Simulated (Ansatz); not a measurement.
# Si4H10 + HF: a complex and its separated parts

The complex below is one end of an elementary step. How strongly is it bound against its free parts?

The runs use Ansatz 0.2.0, Gaussian basis; PBE0-D4/def2-TZVP structures, single points in def2-TZVPP, no counterpoise correction.

Levels: SPW92, PBE-D4, BLYP-D4, r2SCAN-D4, B97M-V, PBE0-D4, B3LYP-D4, r2SCAN0-D4, BHLYP-D4, CAM-B3LYP-D4, wB97X-V, wB97M-V, B2PLYP, PBE-QIDH, RPA on PBE, Hartree-Fock, MP2, CCSD, CCSD(T).

Correlated methods freeze the cores. B3LYP uses VWN-RPA correlation. B2PLYP carries no dispersion term here.

95 further runs of the same task are left out: 1 that didn't finish, 94 set aside as unsound or not needed.

## Step 1: The starting structure

The complex: 16 atoms, charge 0, spin multiplicity 1.

Atoms are counted from 1 here; the program's logs count them from 0.

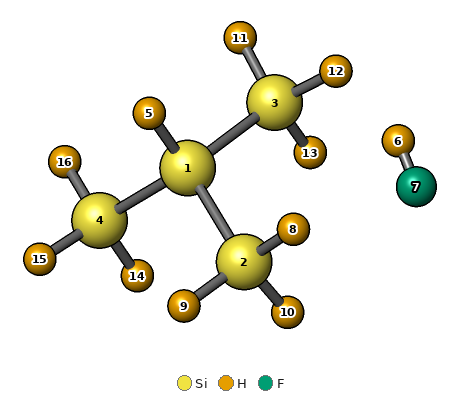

As it starts; silicon yellow, hydrogen amber, fluorine teal; atoms are numbered from 1 in the order of the file.

Coordinates:

```mol
FH11Si4
  3D, bonds by distance, orders not assigned

 16 14  0  0  0  0  0  0  0  0999 V2000
   -0.4283    0.5346    0.5586 Si  0  0
    1.4089   -0.6051    1.4553 Si  0  0
   -0.1882    0.9156   -1.7328 Si  0  0
   -2.3807   -0.7135    0.8759 Si  0  0
   -0.5812    1.8582    1.2312 H   0  0
    2.5007    0.5954   -1.8616 H   0  0
    3.0604   -0.0761   -1.5531 F   0  0
    2.6298    0.2375    1.4124 H   0  0
    1.1007   -0.9390    2.8731 H   0  0
    1.6277   -1.8653    0.7016 H   0  0
   -1.2795    1.7672   -2.2741 H   0  0
    1.0926    1.6402   -2.0268 H   0  0
   -0.1503   -0.3671   -2.4821 H   0  0
   -2.2244   -2.0401    0.2216 H   0  0
   -2.6355   -0.9206    2.3262 H   0  0
   -3.5528   -0.0219    0.2748 H   0  0
  1  2  8  0
  1  3  8  0
  1  4  8  0
  1  5  8  0
  2  8  8  0
  2  9  8  0
  2 10  8  0
  3 11  8  0
  3 12  8  0
  3 13  8  0
  4 14  8  0
  4 15  8  0
  4 16  8  0
  6  7  8  0
M  END
```

Its parts: Si4H10 holds atoms 1, 2, 3, 4, 5, 8, 9, 10, 11, 12, 13, 14, 15, 16; HF holds atoms 6, 7. Each part counts its atoms afresh in its own runs.

## Step 2: Relaxing Si4H10 alone

relax-a/in.yaml

```yaml
crystal:
  periodic: [false, false, false]
  atoms:
    - {symbol: Si, position_ang: [-0.428286, 0.534628, 0.558615]}
    - {symbol: Si, position_ang: [1.408862, -0.605140, 1.455272]}
    - {symbol: Si, position_ang: [-0.188233, 0.915554, -1.732798]}
    - {symbol: Si, position_ang: [-2.380699, -0.713516, 0.875856]}
    - {symbol: H, position_ang: [-0.581238, 1.858242, 1.231154]}
    - {symbol: H, position_ang: [2.629847, 0.237475, 1.412399]}
    - {symbol: H, position_ang: [1.100679, -0.939001, 2.873078]}
    - {symbol: H, position_ang: [1.627742, -1.865346, 0.701609]}
    - {symbol: H, position_ang: [-1.279487, 1.767223, -2.274144]}
    - {symbol: H, position_ang: [1.092570, 1.640192, -2.026802]}
    - {symbol: H, position_ang: [-0.150284, -0.367109, -2.482105]}
    - {symbol: H, position_ang: [-2.224392, -2.040110, 0.221588]}
    - {symbol: H, position_ang: [-2.635501, -0.920561, 2.326201]}
    - {symbol: H, position_ang: [-3.552790, -0.021859, 0.274830]}
basis:
  gaussian: {orbitals: def2-TZVP}
hamiltonian: {xc: pbe0, dispersion: d4}
relax: {f_tol: 0.005, max_steps: 200}
```

The run is started by

```console
> ansatz run in.yaml --threads 4 --pin off --events-out ev --progress --plain --max-ram 63488MiB --backend cuda --devices 0, --max-vram 37GiB
```

Output, cut to the lines that bear on the results:

```text
Functional definition: PBE0
  name "PBE0"
  cite "Adamo & Barone, J. Chem. Phys. 110, 6158 (1999) doi:10.1063/1.478522"
  cite "Perdew, Burke & Ernzerhof, Phys. Rev. Lett. 77, 3865 (1996) doi:10.1103/PhysRevLett.77.3865"
  parent pbe
[...]
1512 factors; their error is unknown
[...]
mean field -31660.64542607 eV, -1163.5072590518 hartree, gradient 2.5e-5 eV, S^2 0.000000; 0 other end points of the search recorded, 0 dependent functions left out
[...]
reference -31660.64547126 eV, -1163.5072607124 hartree; 33, 33 occupied and 175, 175 virtual orbitals, 1512 factors
[...]
Atom 6 at     1.195285    -0.860632     2.886279 Å, force    -0.000079    -0.000488    -0.000121 eV/Å
Atom 7 at     1.513729    -1.902585     0.728739 Å, force     0.000357     0.000511     0.001175 eV/Å
Atom 8 at    -1.293589     1.662170    -2.306171 Å, force    -0.000724    -0.000081    -0.000428 eV/Å
Atom 9 at     1.098475     1.730689    -1.952979 Å, force    -0.003525    -0.002337     0.000890 eV/Å
Atom 10 at     0.004598    -0.373386    -2.419530 Å, force    -0.000402     0.000203    -0.000464 eV/Å
Atom 11 at    -2.252962    -2.019524     0.184894 Å, force     0.000191     0.001307    -0.000080 eV/Å
Atom 12 at    -2.638317    -0.963786     2.324606 Å, force     0.000066    -0.000508    -0.000655 eV/Å
Atom 13 at    -3.587437    -0.008608     0.315193 Å, force    -0.000018    -0.000529     0.000212 eV/Å
Dipole moment:    -0.003524     0.028116     0.015456 e Å
```

It took 12 s on 1 × a share of an NVIDIA H100 with 4 threads of AMD EPYC 7R13, shared host.

The steps of the relaxation:

| step | energy from step 1 (eV) | largest force component (eV/Å) |
| --- | --- | --- |
| 1 | 0.0000 | 0.3719 |
| 2 | -0.0094 | 0.0882 |
| 3 | -0.0131 | 0.0175 |
| 4 | -0.0136 | 0.0027 |
| 5 | -0.0139 | 0.0116 |
| 6 | -0.0139 | 0.0065 |
| 7 | -0.0140 | 0.0072 |
| 8 | -0.0141 | 0.0142 |
| 9 | -0.0141 | 0.0150 |
| 10 | -0.0141 | 0.0044 |

Distances of close pairs at the start and the end, largest changes first:

| bond | before (Å) | after (Å) | change (Å) |
| --- | --- | --- | --- |
| Si3–H10 | 1.501 | 1.488 | -0.013 |
| Si2–H6 | 1.484 | 1.488 | +0.004 |
| Si1–Si2 | 2.341 | 2.337 | -0.003 |
| Si2–H8 | 1.485 | 1.488 | +0.003 |
| Si1–Si3 | 2.335 | 2.337 | +0.002 |
| Si3–H11 | 1.486 | 1.488 | +0.002 |
| Si1–Si4 | 2.339 | 2.337 | -0.002 |
| Si3–H9 | 1.486 | 1.488 | +0.001 |

## Step 3: Relaxing HF alone

relax-b/in.yaml

```yaml
crystal:
  periodic: [false, false, false]
  atoms:
    - {symbol: H, position_ang: [2.500716, 0.595428, -1.861635]}
    - {symbol: F, position_ang: [3.060395, -0.076098, -1.553120]}
basis:
  gaussian: {orbitals: def2-TZVP}
hamiltonian: {xc: pbe0, dispersion: d4}
relax: {f_tol: 0.005, max_steps: 200}
```

The run is started by

```console
> ansatz run in.yaml --threads 4 --pin off --events-out ev --progress --plain --max-ram 63488MiB --backend cpu
```

Output, cut to the lines that bear on the results:

```text
[... 5 set-up lines as earlier in the session ...]
[...]
200 factors; their error is unknown
[...]
mean field -2731.80024832 eV, -100.3918074449 hartree, gradient 6.9e-6 eV, S^2 0.000000; 0 other end points of the search recorded, 0 dependent functions left out
[...]
reference -2731.80170839 eV, -100.3918611017 hartree; 5, 5 occupied and 32, 32 virtual orbitals, 200 factors
Total energy: -2731.80322168 eV, -100.3919167139 hartree
Atom 0 at     2.502827     0.592895    -1.860471 Å, force    -0.000940     0.001127    -0.000518 eV/Å
Atom 1 at     3.058284    -0.073565    -1.554284 Å, force     0.000940    -0.001127     0.000518 eV/Å
Dipole moment:    -0.241988     0.290347    -0.133392 e Å
```

Run time: 0.35 s. Hardware: 4 threads of AMD EPYC 7R13, shared host.

Along the way:

| step | energy from step 1 (eV) | largest force component (eV/Å) |
| --- | --- | --- |
| 1 | 0.0000 | 0.2988 |
| 2 | -0.0014 | 0.0620 |
| 3 | -0.0014 | 0.0011 |

The bond:

| bond | before (Å) | after (Å) | change (Å) |
| --- | --- | --- | --- |
| H1–F2 | 0.927 | 0.920 | -0.007 |

## Step 4: SPW92/def2-TZVPP

parta/in.yaml

```yaml
crystal:
  periodic: [false, false, false]
  atoms:
    - {symbol: Si, position_ang: [-0.462035, 0.552264, 0.561422]}
    - {symbol: Si, position_ang: [1.375710, -0.599053, 1.432839]}
    - {symbol: Si, position_ang: [-0.136142, 0.933003, -1.721395]}
    - {symbol: Si, position_ang: [-2.402610, -0.711137, 0.877486]}
    - {symbol: H, position_ang: [-0.603742, 1.860749, 1.264580]}
    - {symbol: H, position_ang: [2.627826, 0.180511, 1.238790]}
    - {symbol: H, position_ang: [1.195285, -0.860632, 2.886279]}
    - {symbol: H, position_ang: [1.513729, -1.902585, 0.728739]}
    - {symbol: H, position_ang: [-1.293589, 1.662170, -2.306171]}
    - {symbol: H, position_ang: [1.098475, 1.730689, -1.952979]}
    - {symbol: H, position_ang: [0.004598, -0.373386, -2.419530]}
    - {symbol: H, position_ang: [-2.252962, -2.019524, 0.184894]}
    - {symbol: H, position_ang: [-2.638317, -0.963786, 2.324606]}
    - {symbol: H, position_ang: [-3.587437, -0.008608, 0.315193]}
basis:
  gaussian: {orbitals: def2-TZVPP}
hamiltonian: {xc: lda}
```

partb/in.yaml

```yaml
crystal:
  periodic: [false, false, false]
  atoms:
    - {symbol: H, position_ang: [2.502827, 0.592895, -1.860471]}
    - {symbol: F, position_ang: [3.058284, -0.073565, -1.554284]}
basis:
  gaussian: {orbitals: def2-TZVPP}
hamiltonian: {xc: lda}
```

The run is started by

```console
> ansatz run in.yaml --threads 4 --pin off --events-out ev --progress --plain --max-ram 63488MiB --backend cuda --devices 0, --max-vram 37GiB   # in parta
> ansatz run in.yaml --threads 4 --pin off --events-out ev --progress --plain --max-ram 63488MiB --backend cpu   # in partb
```

Output in parta, cut to the lines that bear on the results:

```text
Functional definition: SPW92
  name "SPW92"
  cite "Dirac, Proc. Camb. Phil. Soc. 26, 376 (1930) doi:10.1017/S0305004100016108"
  cite "Slater, Phys. Rev. 81, 385 (1951) doi:10.1103/PhysRev.81.385"
  cite "Perdew & Wang, Phys. Rev. B 45, 13244 (1992) doi:10.1103/PhysRevB.45.13244"
[...]
1742 factors; their error is unknown
[...]
mean field -31545.20125372 eV, -1159.2647639687 hartree, gradient 7.7e-5 eV, S^2 0.000000; 0 other end points of the search recorded, 0 dependent functions left out
reference -31545.20130917 eV, -1159.2647660066 hartree; 33, 33 occupied and 275, 275 virtual orbitals, 1742 factors
Total energy: -31545.20130917 eV, -1159.2647660066 hartree
```

partb printed, cut to the lines that bear on the results:

```text
[... 5 set-up lines as earlier in the session ...]
[...]
215 factors; their error is unknown
[...]
mean field -2716.76650048 eV, -99.8393274021 hartree, gradient 3.5e-5 eV, S^2 0.000000; 0 other end points of the search recorded, 0 dependent functions left out
reference -2716.76651156 eV, -99.8393278094 hartree; 5, 5 occupied and 40, 40 virtual orbitals, 215 factors
Total energy: -2716.76651156 eV, -99.8393278094 hartree
```

Wall times: 1.6 s (parta, 1 × a share of an NVIDIA H100 with 4 threads of AMD EPYC 7R13, shared host), 0.1 s (partb, 4 threads of AMD EPYC 7R13, shared host).

## Step 5: PBE-D4/def2-TZVPP

The same edit goes into each in.yaml of step 4 (parta, partb):

```diff
-hamiltonian: {xc: lda}
+hamiltonian: {xc: pbe, dispersion: d4}
```

The run is started by

```console
> ansatz run in.yaml --threads 4 --pin off --events-out ev --progress --plain --max-ram 63488MiB --backend cuda --devices 0, --max-vram 37GiB   # in parta
> ansatz run in.yaml --threads 4 --pin off --events-out ev --progress --plain --max-ram 63488MiB --backend cpu   # in partb
```

Log of parta, cut to the lines that bear on the results:

```text
Functional definition: PBE
  name "PBE"
[... 2 set-up lines as earlier in the session ...]
[...]
1742 factors; their error is unknown
[...]
mean field -31657.25265784 eV, -1163.3825771192 hartree, gradient 7.1e-5 eV, S^2 0.000000; 0 other end points of the search recorded, 0 dependent functions left out
reference -31657.25271692 eV, -1163.3825792902 hartree; 33, 33 occupied and 275, 275 virtual orbitals, 1742 factors
Total energy: -31657.62334552 eV, -1163.3961996400 hartree
```

Log of partb, cut to the lines that bear on the results:

```text
[... 4 set-up lines as earlier in the session ...]
[...]
215 factors; their error is unknown
[...]
mean field -2731.84357762 eV, -100.3933997676 hartree, gradient 4.7e-5 eV, S^2 0.000000; 0 other end points of the search recorded, 0 dependent functions left out
reference -2731.84358973 eV, -100.3934002125 hartree; 5, 5 occupied and 40, 40 virtual orbitals, 215 factors
Total energy: -2731.84548361 eV, -100.3934698112 hartree
```

They took 1.6 s (parta, 1 × a share of an NVIDIA H100 with 4 threads of AMD EPYC 7R13, shared host), 0.15 s (partb, 4 threads of AMD EPYC 7R13, shared host).

## Step 6: BLYP-D4/def2-TZVPP

Each input of step 5 (parta, partb) changes in the same lines:

```diff
-hamiltonian: {xc: pbe, dispersion: d4}
+hamiltonian: {xc: {name: BLYP}, dispersion: d4}
```

The run is started by

```console
> ansatz run in.yaml --threads 4 --pin off --events-out ev --progress --plain --max-ram 63488MiB --backend cuda --devices 0, --max-vram 37GiB   # in parta
> ansatz run in.yaml --threads 4 --pin off --events-out ev --progress --plain --max-ram 63488MiB --backend cpu   # in partb
```

parta printed, cut to the lines that bear on the results:

```text
Functional definition: BLYP
  name "BLYP"
  cite "Becke, Phys. Rev. A 38, 3098 (1988) doi:10.1103/PhysRevA.38.3098"
  cite "Lee, Yang & Parr, Phys. Rev. B 37, 785 (1988) doi:10.1103/PhysRevB.37.785"
[...]
1742 factors; their error is unknown
[...]
mean field -31673.12317566 eV, -1163.9658078916 hartree, gradient 7.1e-5 eV, S^2 0.000000; 0 other end points of the search recorded, 0 dependent functions left out
reference -31673.12365570 eV, -1163.9658255328 hartree; 33, 33 occupied and 275, 275 virtual orbitals, 1742 factors
Total energy: -31673.89801104 eV, -1163.9942825665 hartree
```

Log of partb, cut to the lines that bear on the results:

```text
[... 4 set-up lines as earlier in the session ...]
[...]
215 factors; their error is unknown
[...]
mean field -2734.23792282 eV, -100.4813903305 hartree, gradient 3.9e-5 eV, S^2 0.000000; 0 other end points of the search recorded, 0 dependent functions left out
reference -2734.23804642 eV, -100.4813948730 hartree; 5, 5 occupied and 40, 40 virtual orbitals, 215 factors
Total energy: -2734.24262840 eV, -100.4815632575 hartree
```

Wall times: 1.8 s (parta, 1 × a share of an NVIDIA H100 with 4 threads of AMD EPYC 7R13, shared host), 0.15 s (partb, 4 threads of AMD EPYC 7R13, shared host).

## Step 7: r2SCAN-D4/def2-TZVPP

Each input of step 6 (parta, partb) changes in the same lines:

```diff
-hamiltonian: {xc: {name: BLYP}, dispersion: d4}
+hamiltonian: {xc: r2scan, dispersion: d4}
```

The run is started by

```console
> ansatz run in.yaml --threads 4 --pin off --events-out ev --progress --plain --max-ram 63488MiB --backend cuda --devices 0, --max-vram 37GiB   # in parta
> ansatz run in.yaml --threads 4 --pin off --events-out ev --progress --plain --max-ram 63488MiB --backend cpu   # in partb
```

parta printed, cut to the lines that bear on the results:

```text
Functional definition: r2SCAN
  name "r2SCAN"
  cite "Furness, Kaplan, Ning, Perdew & Sun, J. Phys. Chem. Lett. 11, 8208 (2020) doi:10.1021/acs.jpclett.0c02405"
  cite "Furness, Kaplan, Ning, Perdew & Sun, J. Phys. Chem. Lett. 11, 9248 (2020) doi:10.1021/acs.jpclett.0c03077"
  parent r2scan
[...]
1742 factors; their error is unknown
[...]
mean field -31671.16349954 eV, -1163.8937911226 hartree, gradient 1.6e-5 eV, S^2 0.000000; 0 other end points of the search recorded, 0 dependent functions left out
reference -31671.16351814 eV, -1163.8937918061 hartree; 33, 33 occupied and 275, 275 virtual orbitals, 1742 factors
Total energy: -31671.25785241 eV, -1163.8972585264 hartree
```

Output in partb, cut to the lines that bear on the results:

```text
[... 5 set-up lines as earlier in the session ...]
[...]
215 factors; their error is unknown
[...]
mean field -2733.29261767 eV, -100.4466510070 hartree, gradient 6.5e-6 eV, S^2 0.000000; 0 other end points of the search recorded, 0 dependent functions left out
reference -2733.29262085 eV, -100.4466511238 hartree; 5, 5 occupied and 40, 40 virtual orbitals, 215 factors
Total energy: -2733.29307838 eV, -100.4466679379 hartree
```

Times: 1.8 s (parta, 1 × a share of an NVIDIA H100 with 4 threads of AMD EPYC 7R13, shared host), 0.25 s (partb, 4 threads of AMD EPYC 7R13, shared host).

## Step 8: B97M-V/def2-TZVPP

The same edit goes into each in.yaml of step 7 (parta, partb):

```diff
-hamiltonian: {xc: r2scan, dispersion: d4}
+hamiltonian: {xc: {name: B97M-V}}
```

The run is started by

```console
> ansatz run in.yaml --threads 4 --pin off --events-out ev --progress --plain --max-ram 63488MiB --backend cuda --devices 0, --max-vram 37GiB   # in parta
> ansatz run in.yaml --threads 4 --pin off --events-out ev --progress --plain --max-ram 63488MiB --backend cpu   # in partb
```

Log of parta, cut to the lines that bear on the results:

```text
Functional definition: B97M-V
  name "B97M-V"
  cite "Mardirossian & Head-Gordon, J. Chem. Phys. 142, 074111 (2015) doi:10.1063/1.4907719"
  cite "Becke, J. Chem. Phys. 107, 8554 (1997) doi:10.1063/1.475007"
  cite "Vydrov & Van Voorhis, J. Chem. Phys. 133, 244103 (2010) doi:10.1063/1.3521275"
  # Of w^i u^j: cxij and so on, Table III.
[...]
  gx(w, u) = cx00 + cx01*u + cx02*u^2 + (cx10 + cx11*u)*w
[...]
  gos(w, u) = cos00 + cos01*u + cos03*u^3 + cos10*w + cos32*w^3*u^2
[...]
      + integral(e_c_pw_mod_opposite_spin*gos(b97_w_opposite, b97_u_opposite)) + vv10(b, c)
1742 factors; their error is unknown
[...]
mean field -31666.28684708 eV, -1163.7145774501 hartree, gradient 2.8e-5 eV, S^2 0.000000; 0 other end points of the search recorded, 0 dependent functions left out
reference -31666.28693764 eV, -1163.7145807780 hartree; 33, 33 occupied and 275, 275 virtual orbitals, 1742 factors
Total energy: -31666.28693764 eV, -1163.7145807780 hartree
```

Log of partb, cut to the lines that bear on the results:

```text
[... 5 set-up lines as earlier in the session ...]
  # Of w^i u^j: cxij and so on, Table III.
[...]
  gx(w, u) = cx00 + cx01*u + cx02*u^2 + (cx10 + cx11*u)*w
[...]
  gos(w, u) = cos00 + cos01*u + cos03*u^3 + cos10*w + cos32*w^3*u^2
[...]
      + integral(e_c_pw_mod_opposite_spin*gos(b97_w_opposite, b97_u_opposite)) + vv10(b, c)
215 factors; their error is unknown
[...]
mean field -2733.38837873 eV, -100.4501701610 hartree, gradient 2.3e-5 eV, S^2 0.000000; 0 other end points of the search recorded, 0 dependent functions left out
reference -2733.38839644 eV, -100.4501708120 hartree; 5, 5 occupied and 40, 40 virtual orbitals, 215 factors
Total energy: -2733.38839644 eV, -100.4501708120 hartree
```

Wall times: 2.7 s (parta, 1 × a share of an NVIDIA H100 with 4 threads of AMD EPYC 7R13, shared host), 0.2 s (partb, 4 threads of AMD EPYC 7R13, shared host); peak memory 0.92 GiB.

## Step 9: PBE0-D4/def2-TZVPP

The same edit goes into each in.yaml of step 8 (parta, partb):

```diff
-hamiltonian: {xc: {name: B97M-V}}
+hamiltonian: {xc: pbe0, dispersion: d4}
+output: {orbitals: {seedname: orbitals}}
```

The run is started by

```console
> ansatz run in.yaml --threads 4 --pin off --events-out ev --progress --plain --max-ram 63488MiB --backend cuda --devices 0, --max-vram 37GiB   # in parta
> ansatz run in.yaml --threads 4 --pin off --events-out ev --progress --plain --max-ram 63488MiB --backend cpu   # in partb
```

Output in parta, cut to the lines that bear on the results:

```text
[... 5 set-up lines as earlier in the session ...]
[...]
1754 factors; their error is unknown
[...]
mean field -31660.70396971 eV, -1163.5094104910 hartree, gradient 4.8e-5 eV, S^2 0.000000; 0 other end points of the search recorded, 0 dependent functions left out
reference -31660.70401444 eV, -1163.5094121349 hartree; 33, 33 occupied and 275, 275 virtual orbitals, 1754 factors
Total energy: -31661.02675900 eV, -1163.5212727786 hartree
```

Output in partb, cut to the lines that bear on the results:

```text
[... 5 set-up lines as earlier in the session ...]
[...]
215 factors; their error is unknown
[...]
mean field -2731.86112120 eV, -100.3940444822 hartree, gradient 4.0e-5 eV, S^2 0.000000; 0 other end points of the search recorded, 0 dependent functions left out
reference -2731.86112992 eV, -100.3940448024 hartree; 5, 5 occupied and 40, 40 virtual orbitals, 215 factors
Total energy: -2731.86264320 eV, -100.3941004146 hartree
```

Wall times: 1.9 s (parta, 1 × a share of an NVIDIA H100 with 4 threads of AMD EPYC 7R13, shared host), 0.15 s (partb, 4 threads of AMD EPYC 7R13, shared host).

## Step 10: B3LYP-D4/def2-TZVPP

Each input of step 9 (parta, partb) changes in the same lines:

```diff
-hamiltonian: {xc: pbe0, dispersion: d4}
-output: {orbitals: {seedname: orbitals}}
+hamiltonian: {xc: {name: B3LYP}, dispersion: d4}
```

The run is started by

```console
> ansatz run in.yaml --threads 4 --pin off --events-out ev --progress --plain --max-ram 63488MiB --backend cuda --devices 0, --max-vram 37GiB   # in parta
> ansatz run in.yaml --threads 4 --pin off --events-out ev --progress --plain --max-ram 63488MiB --backend cpu   # in partb
```

Log of parta, cut to the lines that bear on the results:

```text
Functional definition: B3LYP
  name "B3LYP"
  cite "Stephens, Devlin, Chabalowski & Frisch, J. Phys. Chem. 98, 11623 (1994) doi:10.1021/j100096a001"
[... 2 set-up lines as earlier in the session ...]
  cite "Vosko, Wilk & Nusair, Can. J. Phys. 58, 1200 (1980) doi:10.1139/p80-159"
[...]
1754 factors; their error is unknown
[...]
mean field -31676.79163187 eV, -1164.1006211708 hartree, gradient 5.2e-5 eV, S^2 0.000000; 0 other end points of the search recorded, 0 dependent functions left out
reference -31676.79199164 eV, -1164.1006343919 hartree; 33, 33 occupied and 275, 275 virtual orbitals, 1754 factors
Total energy: -31677.39147857 eV, -1164.1226651305 hartree
```

partb printed, cut to the lines that bear on the results:

```text
[... 6 set-up lines as earlier in the session ...]
[...]
215 factors; their error is unknown
[...]
mean field -2734.54625717 eV, -100.4927214089 hartree, gradient 1.9e-5 eV, S^2 0.000000; 0 other end points of the search recorded, 0 dependent functions left out
reference -2734.54634801 eV, -100.4927247472 hartree; 5, 5 occupied and 40, 40 virtual orbitals, 215 factors
Total energy: -2734.54933771 eV, -100.4928346166 hartree
```

They took 1.7 s (parta, 1 × a share of an NVIDIA H100 with 4 threads of AMD EPYC 7R13, shared host), 0.15 s (partb, 4 threads of AMD EPYC 7R13, shared host).

[end of part 1 of 3]
